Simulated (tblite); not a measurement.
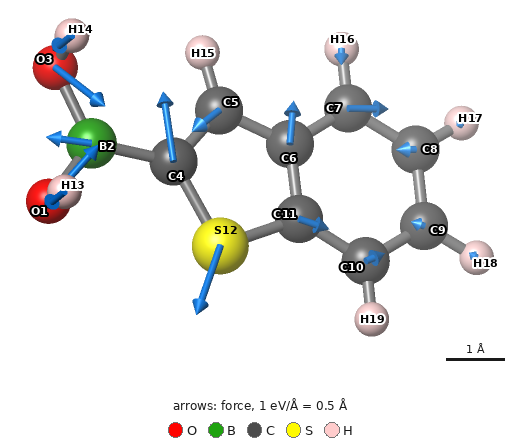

Starting geometry of C8H7BO2S with the computed forces as blue arrows. Style: ball-and-stick. Shown at a tilt.

Theory: tblite 0.8.0, GFN2-xTB geometry optimisation, gas phase. 

Is this structure relaxed? If not, where do the atoms go?

Answer. It isn't relaxed: the largest force vector, on S12, is 2.91 eV/Å. The final displacements follow the starting forces only in part (cosine between the two patterns 0.36). H14 moves most after the best rigid fit: 0.96 Å. Largest moves by element: H 0.96 Å, O 0.41 Å, B 0.29 Å, C 0.20 Å, S 0.16 Å. Among the contacts that change: B2–O3 1.480 → 1.357 Å, O1–B2 1.461 → 1.355 Å, C4–S12 1.685 → 1.750 Å, C11–S12 1.676 → 1.739 Å. Bond angles that change, for instance: B2–O1–H13 103.5° → 117.8°, B2–O3–H14 104.0° → 116.9°, O1–B2–O3 118.8° → 124.2°. Groups turn about O1–B2 by about 90°, B2–O3 by about 90°. After 69 geometry steps the energy has fallen by 150.3 kJ/mol.
